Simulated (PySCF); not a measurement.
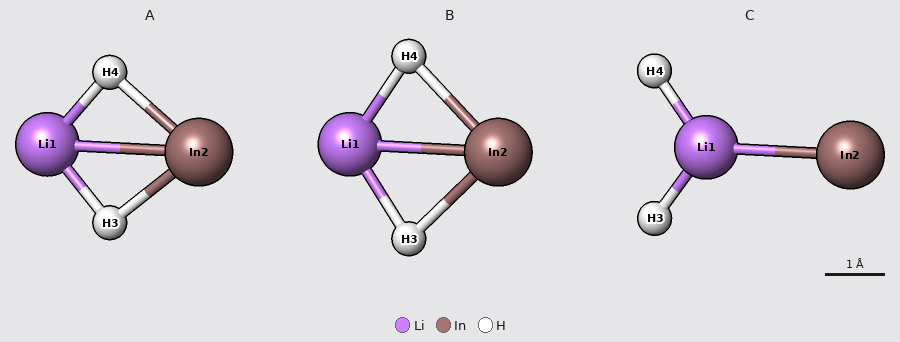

3 geometries from one relaxation of LiInH2, in shuffled order. Style: ball-and-stick. Shown from a free direction.

It is one of the separated reactants of a reaction.

These are results of RKS PBE-D4/def2-SVP, density fitting (PySCF 2.14.0), not measurements. 

### Order the frames from highest to lowest energy.

C, B, A. They are steps 0, 5, 16, at +81.7 kcal/mol, +5.88 kcal/mol relative to the last. After 16 geometry steps the energy has fallen by 81.7 kcal/mol. The atom that moves furthest after the best rigid fit is Li1 (1.09 Å). Largest moves by element: Li 1.09 Å, H 1.02 Å, In 0.96 Å. Some distances before and after: In2–H4 3.847 → 2.096 Å, In2–H3 3.845 → 2.099 Å, Li1–H3 1.590 → 1.731 Å, Li1–In2 2.671 → 2.804 Å. Among the angles between lasting bonds that change: In2–Li1–H3 127.0° → 48.3°, H3–Li1–H4 105.8° → 96.6°. Cost: 30 s on 2 threads of AMD EPYC 7B13, on a shared host.
